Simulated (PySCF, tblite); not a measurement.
# C₃H₈B radical: geometry, infrared bands and EPR parameters

What infrared bands and EPR parameters should C₃H₈B radical (`[CH2]B(C)C`) show?

The runs use tblite 0.8.0 and PySCF 2.14.0, with density-fitted response routines of our own; the level of theory stands in each step. All values are computed, except where a source is named. Atoms count from 0, in the outputs and in this text.

### Step 1. The molecule as given

12 atoms, charge 0, multiplicity 2; geometry from: force field or distance geometry start.

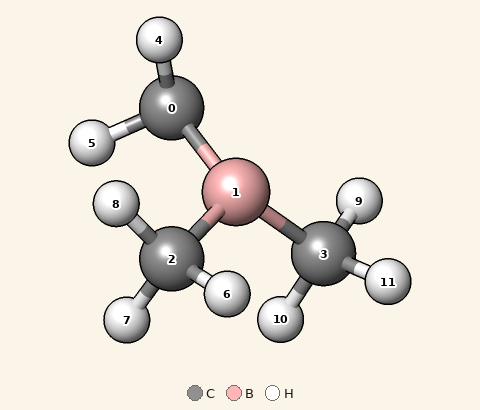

As it starts; carbon grey, boron pink, hydrogen white, atoms numbered.

### Step 2. Relaxing the molecule with GFN2-xTB

Job settings and geometry (Å):

```
{"job": {"kind": "relax", "xc": "GFN2-xTB", "basis": "xTB"}, "charge": 0, "multiplicity": 2}
C     -0.272000     1.645600    -0.370900
B      0.066500     0.248900     0.291200
C     -1.084900    -0.833900     0.267800
C      1.545600    -0.290000     0.022700
H     -0.913300     2.186000     0.387800
H     -0.920800     1.439500    -1.271600
H     -0.854300    -1.601300     1.018200
H     -1.156500    -1.281100    -0.732800
H     -2.032300    -0.293000     0.493200
H      2.259500     0.559300    -0.014900
H      1.482500    -0.809000    -0.959800
H      1.881200    -0.971700     0.843100
```

On the command line:

```console
$ OMP_NUM_THREADS=1 python probes_run.py task.json out
```

The driver reads the jobs from task.json and runs them one after another.

Log:

```text
step      E/eV     max force
  0    -315.45090    3.341
  1    -315.79726    1.984
  2    -316.04400    0.997
  3    -316.09794    0.726
  4    -316.15671    0.526
  5    -316.18508    0.516
  6    -316.22478    0.553
  7    -316.24802    0.374
  8    -316.26565    0.300
  9    -316.27831    0.259
 10    -316.29000    0.391
 11    -316.30066    0.388
 12    -316.31299    0.328
 13    -316.32861    0.321
 14    -316.34783    0.390
 15    -316.36742    0.423
 16    -316.38336    0.344
 17    -316.39649    0.301
 18    -316.40956    0.359
 19    -316.42428    0.469
 20    -316.43957    0.412
 21    -316.45291    0.303
 22    -316.46438    0.298
 23    -316.47713    0.370
 24    -316.49471    0.571
 25    -316.48198    1.022
 26    -316.52828    0.471
 27    -316.54929    0.434
 28    -316.60200    0.545
 29    -316.62051    0.421
 30    -316.66170    0.456
 31    -316.68203    0.637
 32    -316.69506    0.349
 33    -316.70370    0.249
 34    -316.71129    0.337
 35    -316.72070    0.419
 36    -316.72964    0.293
 37    -316.73665    0.236
 38    -316.73979    0.134
 39    -316.74114    0.138
 40    -316.74220    0.100
 41    -316.74338    0.097
 42    -316.74480    0.108
 43    -316.74596    0.099
 44    -316.74744    0.091
 45    -316.74872    0.072
 46    -316.74949    0.063
 47    -316.74978    0.034
 48    -316.74994    0.038
 49    -316.75006    0.033
 50    -316.75033    0.037
 51    -316.75058    0.036
 52    -316.75077    0.031
 53    -316.75088    0.030
 54    -316.75098    0.023
 55    -316.75106    0.019
 56    -316.75112    0.016
 57    -316.75114    0.015
 58    -316.75116    0.012
 59    -316.75118    0.012
 60    -316.75120    0.009
```

It took 0.16 s on 1 thread of Arm Neoverse V2, shared host.

Relaxation path: (not every step is listed)

| step | energy from step 0 (eV) | largest force (eV/Å) |
| --- | --- | --- |
| 0 | 0.0000 | 3.3412 |
| 1 | -0.3464 | 1.9836 |
| 2 | -0.5931 | 0.9973 |
| 3 | -0.6470 | 0.7264 |
| 4 | -0.7058 | 0.5263 |
| 5 | -0.7342 | 0.5161 |
| 6 | -0.7739 | 0.5531 |
| 7 | -0.7971 | 0.3737 |
| 8 | -0.8148 | 0.2999 |
| 12 | -0.8621 | 0.3279 |
| 16 | -0.9325 | 0.3438 |
| 20 | -0.9887 | 0.4116 |
| 24 | -1.0438 | 0.5711 |
| 28 | -1.1511 | 0.5446 |
| 32 | -1.2442 | 0.3485 |
| 36 | -1.2787 | 0.2929 |
| 40 | -1.2913 | 0.1004 |
| 44 | -1.2965 | 0.0907 |
| 48 | -1.2990 | 0.0379 |
| 52 | -1.2999 | 0.0311 |
| 55 | -1.3002 | 0.0187 |
| 56 | -1.3002 | 0.0164 |
| 57 | -1.3002 | 0.0148 |
| 58 | -1.3003 | 0.0117 |
| 59 | -1.3003 | 0.0118 |
| 60 | -1.3003 | 0.0095 |

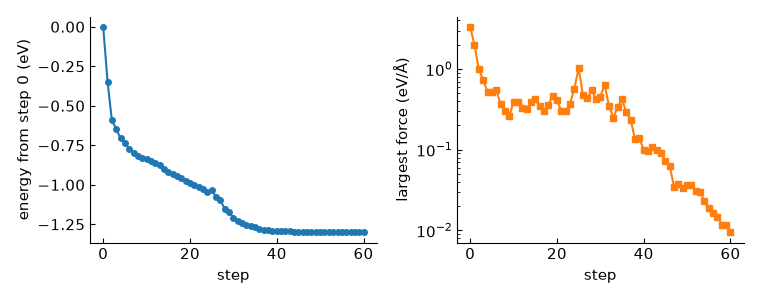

Energy and force, step by step.

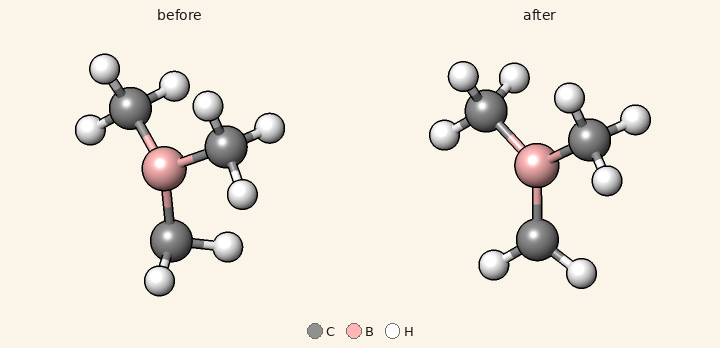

The geometry before (left) and after (right).

Distances of close pairs at the start and the end, largest changes first:

```
  bond  before (Å)  after (Å)  change (Å)
 C0–B1       1.582      1.503      -0.079
 C0–H4       1.131      1.079      -0.052
 C0–H5       1.129      1.080      -0.049
C3–H11       1.118      1.088      -0.030
 C2–H8       1.114      1.087      -0.027
C3–H10       1.113      1.090      -0.023
 C3–H9       1.110      1.087      -0.023
 C2–H6       1.098      1.087      -0.011
```

The next job starts from the end point, and lists it.

### Step 3. Harmonic vibrations with GFN2-xTB

Job settings and geometry (Å):

```
{"job": {"kind": "ir", "xc": "GFN2-xTB", "basis": "xTB"}, "charge": 0, "multiplicity": 2}
C     -0.470586     1.561873    -0.362847
B     -0.042834     0.165792    -0.006906
C     -1.133635    -0.969404     0.218159
C      1.496744    -0.215254     0.089983
H      0.139391     2.436080    -0.193878
H     -1.425418     1.795205    -0.809369
H     -0.828174    -1.723388     0.939047
H     -1.282363    -1.486590    -0.730690
H     -2.104253    -0.585921     0.522774
H      2.145730     0.654475     0.157947
H      1.807041    -0.773280    -0.793121
H      1.699554    -0.860273     0.942874
```

Log:

```text
mode    cm-1     km/mol
  1     -56.9      0.52
  2      45.7      1.95
  3     280.4      1.95
  4     288.4      1.78
  5     322.8      0.87
  6     333.4      8.90
  7     672.5      8.81
  8     714.4     12.48
  9     737.4      2.48
 10     782.7      6.96
 11     854.6      8.88
 12     879.9    133.42
 13     910.1     14.21
 14    1125.6    122.76
 15    1221.4     49.88
 16    1370.5      9.36
 17    1380.2      3.34
 18    1427.7      1.52
 19    1478.7      4.11
 20    1489.2      9.05
 21    1495.7      1.71
 22    1504.5      1.77
 23    2988.6     20.29
 24    3003.3     40.17
 25    3021.2     21.15
 26    3034.3     45.06
 27    3035.7     32.49
 28    3040.8     38.05
 29    3075.8     22.81
 30    3098.8     49.10
```

It took 0.15 s on 1 thread of Arm Neoverse V2, shared host.

The strongest bands and the atoms that carry them (share of the mass-weighted mode):

| cm⁻¹ | km/mol | atoms |
| --- | --- | --- |
| 880 | 133.4 | B1 24 %, H10 13 %, H6 12 %, H7 12 % |
| 1126 | 122.8 | B1 65 % |
| 1221 | 49.9 | B1 63 %, C0 15 % |
| 3003 | 40.2 | H10 75 %, H11 14 % |
| 3034 | 45.1 | H9 72 %, H8 13 % |
| 3036 | 32.5 | H8 64 %, H9 18 % |
| 3041 | 38.0 | H6 77 %, H8 15 % |
| 3099 | 49.1 | H4 51 %, H5 39 % |

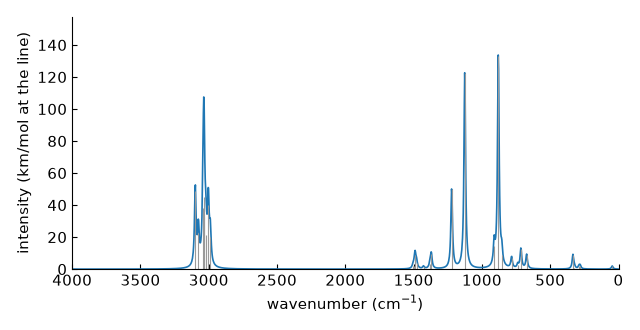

The infrared spectrum from these modes, unscaled. Lines are broadened to a width of 14 cm⁻¹ (Lorentzian).

### Step 4. g tensor and hyperfine couplings: B3LYP/pcH-1

The job, as its differences from that of step 3:

```diff
@@ -1,2 +1,2 @@
-{"job": {"kind": "ir", "xc": "GFN2-xTB", "basis": "xTB"}, "charge": 0, "multiplicity": 2}
+{"job": {"kind": "epr", "basis": "pcH-1"}, "charge": 0, "multiplicity": 2}
 C     -0.470586     1.561873    -0.362847
```

Level: UKS B3LYP, pcH-1 on B C H, non-relativistic, mean-field spin-orbit, GIAO.

Log:

```text
UKS, coarse grid
  cycle   1  E = -143.89804941  |g| = 3.59e-01
  cycle   2  E = -143.87205618  |g| = 4.22e-01
  cycle   3  E = -143.96811582  |g| = 2.37e-02
  cycle   4  E = -143.96830140  |g| = 1.92e-02
  cycle   5  E = -143.96849630  |g| = 1.75e-03
  cycle   6  E = -143.96850133  |g| = 7.83e-04
UKS, final grid
  cycle   1  E = -143.96849510  |g| = 5.49e-04
  cycle   2  E = -143.96849515  |g| = 5.51e-04
  cycle   3  E = -143.96849531  |g| = 7.89e-05
  cycle   4  E = -143.96849532  |g| = 4.56e-05
  cycle   5  E = -143.96849532  |g| = 1.55e-05
E = -143.96849532 Eh   <S^2> = 0.7526 (exact 0.7500)
g shifts (ppm)      1          2          3
  rmc          -119       -119       -119
  gc              5         24         29
  oz_so           5        464        678
  total        -109        369        588
hyperfine (MHz)  atom isotope    a_iso     a_fc   dipolar eigenvalues
    0   13C      56.34      56.34    -68.18    -67.49    135.67
    1   11B     -17.07     -17.07    -10.85     -2.82     13.67
    2   13C       7.23       7.23     -2.57     -1.77      4.34
    3   13C       4.58       4.58     -2.11     -1.15      3.26
    4    1H     -45.45     -45.45    -32.80     -1.96     34.76
    5    1H     -45.30     -45.30    -32.75     -2.12     34.87
    6    1H      -1.95      -1.95     -2.51     -1.77      4.28
    7    1H      36.87      36.87     -3.28     -0.59      3.87
    8    1H       4.30       4.30     -3.71     -2.30      6.00
    9    1H       0.77       0.77     -3.32     -2.37      5.69
   10    1H      14.62      14.62     -2.99     -2.38      5.37
   11    1H      23.32      23.32     -2.37     -1.29      3.66
```

Wall time 19 s (1 thread of Arm Neoverse V2, shared host); peak memory 0.63 GiB.

Principal g values 2.00221, 2.00269, 2.00291; g(iso) = 2.00260, against 2.00232 for a free electron.

Mean a(iso) over the nuclei that a row names, and the largest dipolar term of the row (other rows stand at the frozen geometry):

| nuclei | isotope | a(iso) (MHz) | a(iso) (G, at g = 2.0023) | largest dipolar term (MHz) |
| --- | --- | --- | --- | --- |
| C0 | 13C | 56.3 | 20.1 | 135.7 |
| H4, H5 | 1H | -45.4 | -16.2 | 34.9 |
| B1 | 11B | -17.1 | -6.1 | 13.7 |
| H6, H7, H8, H9, H10, H11 | 1H | 13.0 | 4.6 | 6.0 |
| C2, C3 | 13C | 5.9 | 2.1 | 4.3 |

Mulliken spin populations:

```csv
atom,value (e)
C0,0.93
B1,0.13
C2,0.00
C3,-0.01
H4,-0.04
H5,-0.04
H6,0.00
H7,0.01
H8,0.00
H9,0.00
H10,0.00
H11,0.01
```

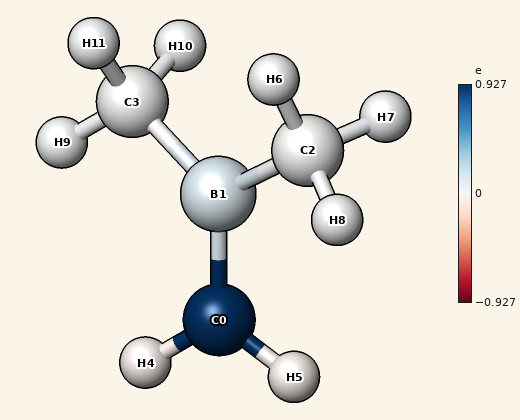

Mulliken spin populations, as colours on the atoms.

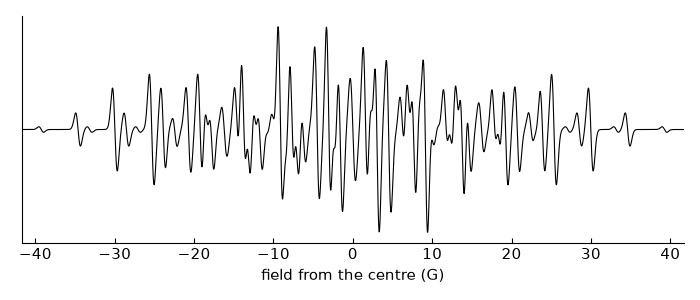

First-order isotropic spectrum (first derivative, main isotopes with spin only, couplings over 0.8 MHz, Gaussian width 0.3 G; couplings of the frozen geometry, rotation of groups not averaged beyond the rows shown).

Orbitals, density, ELF and potential are computed afterwards from the orbital file.

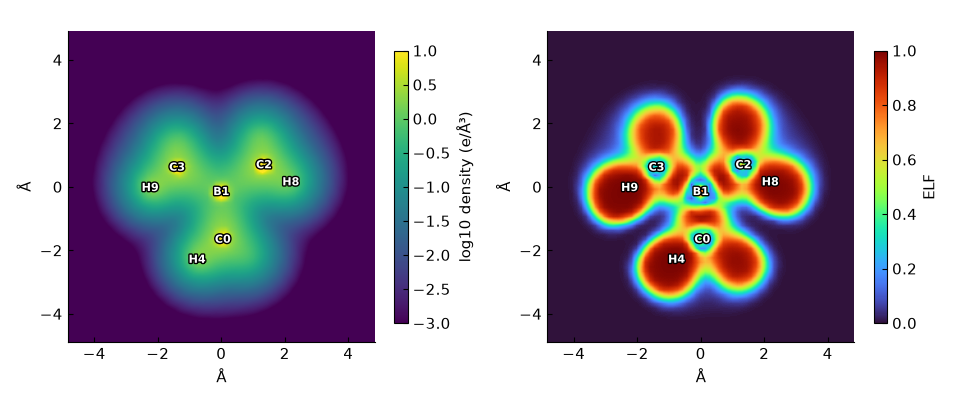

Density (left) and ELF (right) in a plane through or near 7 of the atoms.

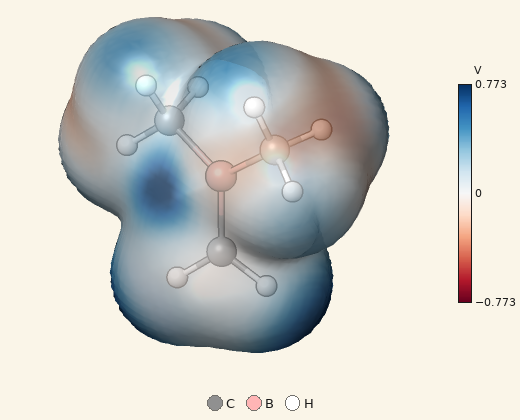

Electrostatic potential on the surface of density 0.002 e/bohr³; red is low, blue high. It runs from -0.31 to 0.77 V.

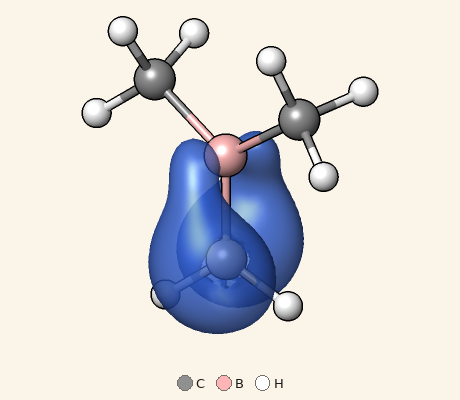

Spin density at ±0.04 e/Å³ (alpha excess blue, beta excess red).

### Step 5. Results

| quantity | value |
| --- | --- |
| strongest single infrared mode (GFN2-xTB) | 880 cm⁻¹, 133 km/mol |
| zero-point energy (GFN2-xTB) | 62.4 kcal/mol |
| g(iso) (B3LYP) | 2.00260 |
| ⟨S²⟩ | 0.753 (exact 0.75) |
| largest a(iso) (averaged by class) | 13C on C0, 56.3 MHz |
| surface potential, least and greatest | -0.31 V and 0.77 V |

**Reading.** Over 60 steps the energy fell by 1.300 eV; of the close pairs, C0–B1 changed most, 1.582 to 1.503 Å. The lowest mode is imaginary (57i cm⁻¹), so the xTB geometry is not a minimum. The strongest single mode, at 880 cm⁻¹, has its largest shares on B1, H10, H6 and H7 (the list is cut at 4 atoms). Unscaled tight-binding wavenumbers are off by several per cent, some by more. Its intensities can rank the bands wrongly. Most of the unpaired spin sits on C0 (0.93 e). The isotropic g lies 0.3 ppt above the free-electron value.
